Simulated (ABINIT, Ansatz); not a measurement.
**NaI (Fm-3m): G0W0 on several meshes in ABINIT**

How does the mesh move the gap of NaI (Fm-3m)?

Calculated with ABINIT 10.8.3; PBE and many-body steps on it, plane waves.

## (1) Starting point

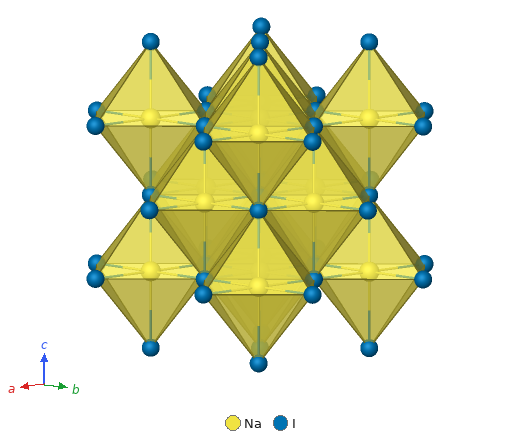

The starting structure, seen from a free direction (sodium yellow, iodine blue). This picture shows the conventional cell, with its axes. Some periodic images of atoms are drawn too.

The cell and positions come from the Crystallography Open Database and are kept as given unless a step says otherwise. Spin-orbit coupling is left out unless a step names it.

## (2) Empty states on the mesh, 4×4×4 mesh, 177 bands

This step: ABINIT 10.8.3; DFT, PBE, plane waves, norm-conserving pseudopotentials.

The sums over transitions need many empty states on a uniform mesh; this step solves for them.

The input, run.abi:

```
acell 3*1.0 Angstrom
rprim 
  0.000000000000 3.236400000000 3.236400000000
  3.236400000000 -0.000000000000 3.236400000000
  3.236400000000 3.236400000000 -0.000000000000
ntypat 2
znucl 11 53
natom 2
typat 1 2
xred 
  0.000000000000 0.000000000000 0.000000000000
  0.500000000000 0.500000000000 0.500000000000
pp_dirpath "pseudos"
pseudos "Na.upf, I.upf"
ecut 38
ngkpt 4 4 4
nshiftk 1
shiftk 0 0 0
kptopt 1
chksymbreak 0
iscf -2
irdden 1
istwfk *1
nband 177
nbdbuf 16
tolwfr 1e-09
nstep 60
prtvol 0
indata_prefix "in"
outdata_prefix "out"
tmpdata_prefix "tmp"
```

The run is started by

```bash
$ OMP_NUM_THREADS=1 mpirun -n 4 abinit run.abi > log
```

Numbers of over 12 decimals in the logs are rounded to 6 here.

What it wrote:

```text
.Version 10.8.3 of ABINIT. v10.8.2 released Aug 2026.

 Symmetries : space group Fm -3 m (#225); Bravais cF (face-center cubic)
[... echo of the input left out ...]
== DATASET  1 ==================================================================
-   mpi_nproc: 4, omp_nthreads: 1 (-1 if OMP is not activated)

--- !DatasetInfo
iteration_state: {dtset: 1, }
dimensions: {natom: 2, nkpt: 8, mband: 177, nsppol: 1, nspinor: 1, nspden: 1, mpw: 5124, }
cutoff_energies: {ecut:  38.0, pawecutdg:  -1.0, }
[...]
3.38638    3.38638    3.51961    3.52078    3.52078    3.52078    3.52119    3.52119
   3.57221    3.57221    3.57221    3.57275    3.76161    3.76161    3.76163    3.89881
   3.90273
 prteigrs : prtvol=0 or 1, do not print more k-points.

== END DATASET(S) ==============================================================
================================================================================

 -outvars: echo values of variables after computation  --------
            nband         177
             nkpt           8
          spgroup         225
 [... the other variables as echoed above ...]

 Calculation completed.
```

Wall time 2.4 min (4 MPI ranks of Arm Neoverse N1, shared host); peak memory 0.43 GiB.

Numbers from this step:

```yaml
gap: 3.639 eV
k_of_the_valence_top: 0, 0, 0
k_of_the_conduction_bottom: 0, 0, 0
least_direct_gap: 3.639 eV
k_points_computed: 8
lowest_point_of_the_top_converged_band_above_the_valence_top: 92.0409 eV
```

On this mesh the gap is 3.639 eV.

The density comes from a self-consistent run that is not shown.

## (3) Screening, 4×4×4 mesh, 70 bands, screening to 114.3 eV

The RPA dielectric matrix is built and inverted for each q.

This step: RPA screening on PBE, plane waves, norm-conserving pseudopotentials.

Changes to run.abi since step 2:

```diff
@@ -20,10 +20,11 @@
 chksymbreak 0
-iscf -2
-irdden 1
 istwfk *1
-nband 177
-nbdbuf 16
-tolwfr 1e-09
-nstep 60
-prtvol 0
+occopt 1
+irdwfk 1
+optdriver 3
+nband 70
+ecuteps 4.2
+inclvkb 2
+awtr 1
+symchi 1
 indata_prefix "in"
```

What it wrote:

```text
.Version 10.8.3 of ABINIT. v10.8.2 released Aug 2026.

 Symmetries : space group Fm -3 m (#225); Bravais cF (face-center cubic)
[... echo of the input left out ...]
== DATASET  1 ==================================================================
-   mpi_nproc: 4, omp_nthreads: 1 (-1 if OMP is not activated)

--- !DatasetInfo
iteration_state: {dtset: 1, }
dimensions: {natom: 2, nkpt: 8, mband: 70, nsppol: 1, nspinor: 1, nspden: 1, mpw: 5124, }
cutoff_energies: {ecut:  38.0, pawecutdg:  -1.0, }
electrons: {nelect:   1.60000000E+01, charge:   0.00000000E+00, occopt:   1.00000000E+00, tsmear:   1.00000000E-02, }

 SCREENING: Calculation of the susceptibility and dielectric matrices

 Based on a program developped by R.W. Godby, V. Olevano, G. Onida, and L. Reining.
 Incorporated in ABINIT by V. Olevano, G.-M. Rignanese, and M. Torrent.
.Using double precision arithmetic ; gwpc =  8

[... cell and pseudopotentials left out ...]
--------------------------------------------------------------------------------

 ==== K-mesh for the wavefunctions ====
 Number of points in the irreducible wedge :     8
[... list of points left out ...]
 Together with 48 symmetry operations and time-reversal symmetry
 yields    64 points in the full Brillouin Zone.

 ==== Q-mesh for the screening function ====
 Number of points in the irreducible wedge :     8
[... list of points left out ...]
 Together with 48 symmetry operations and time-reversal symmetry
 yields    64 points in the full Brillouin Zone.

 setmesh: FFT mesh size selected  =    32x   32x   32
          total number of points  =        32768

 vcoul_init : cutoff-mode = AUXILIARY_FUNCTION
 q-points for optical limit:   1
     1)      0.000010    0.000020    0.000030

- screening: taking advantage of time-reversal symmetry
- Maximum band index for partially occupied states nbvw = 8
- Remaining bands to be divided among processors   nbcw = 62
- Number of bands treated by each node ~15

 Number of electrons calculated from density =   16.0000; Expected =   16.0000
 average of density, n =  0.034971
 r_s =    1.8970
 omega_plasma =   18.0389 [eV]

 calculating chi0 at frequencies [eV] :
  1    0.000000E+00    0.000000E+00
  2    0.000000E+00    1.803886E+01

--------------------------------------------------------------------------------
  q-point number  1        q = ( 0.000000, 0.000000, 0.000000) [r.l.u.]
--------------------------------------------------------------------------------
[... chi0 elements left out ...]
 For q-point:  0.000010 0.000020 0.000030
  dielectric constant =   3.2336
  dielectric constant without local fields =   3.9319

  Average fulfillment of the sum rule on Im[epsilon] for q-point    1 :     57.56  [%]
[... wings left out ...]
  q-point number  2        q = ( 0.250000, 0.000000, 0.000000) [r.l.u.]
--------------------------------------------------------------------------------
[... chi0 elements left out ...]
  Average fulfillment of the sum rule on Im[epsilon] for q-point    2 :     68.53  [%]

 [... 6 further q-points ...]
```

It took 33 s on 4 MPI ranks; peak memory 0.84 GiB; 2.2 min of CPU time.

This step gave:

| Property | Result |
| --- | --- |
| ε∞ with local fields, on this mesh, along the program's q direction | 3.234 |
| the same without local fields | 3.932 |
| plasma frequency | 18.04 eV |
| plane waves in the screening matrix | 169 |

Local fields lower ε∞ by 18 %.

## (4) 4×4×4

The self-energy is evaluated for the states that the input lists, and the levels follow from it, in one-shot runs by the linearised quasiparticle equation.

This step: G0W0 on PBE, plane waves, norm-conserving pseudopotentials.

Changes to run.abi since step 3:

```diff
@@ -23,8 +23,15 @@
 irdwfk 1
-optdriver 3
+optdriver 4
 nband 70
+gwcalctyp 0
+ecutsigx 38
+symsigma 1
+nkptgw 1
+kptgw 
+  0.0000000000 0.0000000000 0.0000000000
+bdgw 
+  6 12
 ecuteps 4.2
-inclvkb 2
-awtr 1
-symchi 1
+irdscr 1
+ppmodel 1
 indata_prefix "in"
```

What it wrote:

```text
.Version 10.8.3 of ABINIT. v10.8.2 released Aug 2026.

 Symmetries : space group Fm -3 m (#225); Bravais cF (face-center cubic)
[... echo of the input left out ...]
== DATASET  1 ==================================================================
-   mpi_nproc: 4, omp_nthreads: 1 (-1 if OMP is not activated)

--- !DatasetInfo
iteration_state: {dtset: 1, }
dimensions: {natom: 2, nkpt: 8, mband: 70, nsppol: 1, nspinor: 1, nspden: 1, mpw: 5124, }
cutoff_energies: {ecut:  38.0, pawecutdg:  -1.0, }
electrons: {nelect:   1.60000000E+01, charge:   0.00000000E+00, occopt:   1.00000000E+00, tsmear:   1.00000000E-02, }

 SIGMA: Calculation of the GW corrections

 Based on a program developped by R.W. Godby, V. Olevano, G. Onida, and L. Reining.
 Incorporated in ABINIT by V. Olevano, G.-M. Rignanese, and M. Torrent.
.Using double precision arithmetic ; gwpc =  8

[... cell and pseudopotentials left out ...]
--------------------------------------------------------------------------------

 ==== K-mesh for the wavefunctions ====
 Number of points in the irreducible wedge :     8
[... list of points left out ...]
 Together with 48 symmetry operations and time-reversal symmetry
 yields    64 points in the full Brillouin Zone.

 ==== Q-mesh for screening function ====
 Number of points in the irreducible wedge :     8
[... list of points left out ...]
 Together with 48 symmetry operations and time-reversal symmetry
 yields    64 points in the full Brillouin Zone.

 vcoul_init : cutoff-mode = AUXILIARY_FUNCTION
 q-points for optical limit:   1
     1)      0.000010    0.000020    0.000030
 setmesh: FFT mesh size selected  =    50x   50x   50
          total number of points  =       125000

 Number of electrons calculated from density =   16.0000; Expected =   16.0000
 average of density, n =  0.034971
 r_s =    1.8970
 omega_plasma =   18.0389 [eV]

 === KS Band Gaps ===
  >>>> For spin  1
   Minimum direct gap =   3.6392 [eV], located at k-point      :   0.0000  0.0000  0.0000
   Fundamental gap    =   3.6392 [eV], Top of valence bands at :   0.0000  0.0000  0.0000
                                       Bottom of conduction at :   0.0000  0.0000  0.0000
 SIGMA fundamental parameters:
 PLASMON POLE MODEL  1
 number of plane-waves for SigmaX                 5065
 number of plane-waves for SigmaC and W            169
 number of plane-waves for wavefunctions          5065
 number of bands                                    70
 number of independent spin polarizations            1
 number of spinorial components                      1
 number of k-points in IBZ                           8
 number of q-points in IBZ                           8
 number of symmetry operations                      48
 number of k-points in BZ                           64
 number of q-points in BZ                           64
 number of frequencies for dSigma/dE                 9
 frequency step for dSigma/dE [eV]                0.25
 number of omega for Sigma on real axis              0
 max omega for Sigma on real axis  [eV]           0.00
 zcut for avoiding poles [eV]                     0.10

 EPSILON^-1 parameters (SCR file):
 dimension of the eps^-1 matrix on file            169
 dimension of the eps^-1 matrix used               169
 number of plane-waves for wavefunctions          5065
 number of bands                                    70
 number of q-points in IBZ                           8
 number of frequencies                               2
 number of real frequencies                          1
 number of imag frequencies                          1

 matrix elements of self-energy operator (all in [eV])

 Perturbative Calculation

--- !SelfEnergy_ee
iteration_state: {dtset: 1, }
kpoint     : [   0.000,    0.000,    0.000, ]
spin       : 1
KS_gap     :    3.639
QP_gap     :    5.427
Delta_QP_KS:    1.788
data: !SigmaeeData |
     Band     E0 <VxcDFT>   SigX SigC(E0)      Z dSigC/dE  Sig(E)    E-E0       E
        6   0.107 -11.384 -14.313   1.540   0.803  -0.245 -12.499  -1.116  -1.008
        7   0.107 -11.384 -14.313   1.540   0.803  -0.245 -12.499  -1.116  -1.008
        8   0.107 -11.384 -14.313   1.540   0.803  -0.245 -12.499  -1.116  -1.008
        9   3.746  -7.312  -3.615  -2.896   0.840  -0.190  -6.640   0.672   4.418
       10   8.073  -7.141  -3.086  -3.173   0.829  -0.207  -6.410   0.731   8.804
       11   8.073  -7.141  -3.086  -3.173   0.829  -0.207  -6.410   0.731   8.804
       12   8.073  -7.141  -3.086  -3.173   0.829  -0.207  -6.410   0.731   8.804

== END DATASET(S) ==============================================================
================================================================================

 -outvars: echo values of variables after computation  --------
           etotal      0.0000000000E+00
            nband          70
             nkpt           8
          spgroup         225
 [... the other variables as echoed above ...]

 Calculation completed.
```

Run time: 7.4 s. Hardware: 4 MPI ranks; peak memory 0.71 GiB.

Numbers from this step:

```
G0W0 gap on the points computed              : 5.426 eV
starting gap on the mesh                     : 3.639 eV
k of the valence top                         : 0, 0, 0
k of the conduction bottom                   : 0, 0, 0
Z at the valence top                         : 0.803
Z at the conduction bottom                   : 0.84
least direct G0W0 gap on the computed points : 5.426 eV
```

The gap on the mesh goes from 3.64 eV to 5.43 eV, a correction of +1.79 eV.

## (5) Empty states on the mesh, 6×6×6 mesh, 76 bands

This step: DFT, PBE, plane waves, norm-conserving pseudopotentials.

Changes to run.abi since step 4:

```diff
@@ -15,3 +15,3 @@
 ecut 38
-ngkpt 4 4 4
+ngkpt 6 6 6
 nshiftk 1
@@ -20,18 +20,10 @@
 chksymbreak 0
+iscf -2
+irdden 1
 istwfk *1
-occopt 1
-irdwfk 1
-optdriver 4
-nband 70
-gwcalctyp 0
-ecutsigx 38
-symsigma 1
-nkptgw 1
-kptgw 
-  0.0000000000 0.0000000000 0.0000000000
-bdgw 
-  6 12
-ecuteps 4.2
-irdscr 1
-ppmodel 1
+nband 76
+nbdbuf 6
+tolwfr 1e-09
+nstep 60
+prtvol 0
 indata_prefix "in"
```

What it wrote:

```text
.Version 10.8.3 of ABINIT. v10.8.2 released Aug 2026.

 Symmetries : space group Fm -3 m (#225); Bravais cF (face-center cubic)
[... echo of the input left out ...]
== DATASET  1 ==================================================================
-   mpi_nproc: 4, omp_nthreads: 1 (-1 if OMP is not activated)

--- !DatasetInfo
iteration_state: {dtset: 1, }
dimensions: {natom: 2, nkpt: 16, mband: 76, nsppol: 1, nspinor: 1, nspden: 1, mpw: 5132, }
cutoff_energies: {ecut:  38.0, pawecutdg:  -1.0, }
[...]
1.44655    1.45720    1.49597    1.49597    1.49597    1.51385    1.70853    1.82319
   1.82319    1.92370    1.92370    1.92370    2.02350    2.02350    2.02350    2.14912
   2.19505    2.19956    2.20067    2.20117
 prteigrs : prtvol=0 or 1, do not print more k-points.

== END DATASET(S) ==============================================================
================================================================================

 -outvars: echo values of variables after computation  --------
            nband          76
             nkpt          16
          spgroup         225
 [... the other variables as echoed above ...]

 Calculation completed.
```

Elapsed: 70 s, on 4 MPI ranks; peak memory 0.38 GiB; 4.6 min of CPU time.

Numbers from this step:

| Property | Result |
| --- | --- |
| gap | 3.639 eV |
| k of the valence top | 0, 0, 0 |
| k of the conduction bottom | 0, 0, 0 |
| least direct gap | 3.639 eV |
| k points computed | 16 |
| lowest point of the top converged band, above the valence top | 49.34 eV |

On this mesh the gap is 3.639 eV.

(Continued in part 2 of 2.)

[Paths, hosts, dates, memory and timing lines, banners, echoed tables and standing remarks are left out of the program output.]

[Logs are printed without paths, hosts, clocks, repeated set-up lines and the standing remarks that a program may print on its own settings, such as how far it seeks lower states.]

[Runs of the session that timed out or met a known fault of the program may be left out.]

[Hosts, paths, dates, database ids (printed as entryN), source tags and the programs' standing remarks are cut or masked in the printed files.]

[G0W0 gaps are taken among the corrected bands and points alone; a level outside them can change the order at an edge.]

[Where Ansatz stands beside ABINIT at settings called matched, ABINIT's density can come from a denser mesh and the files from another edition; pairs whose starting gaps differed by over 0.03 eV were left out, so agreement reads better than it is.]
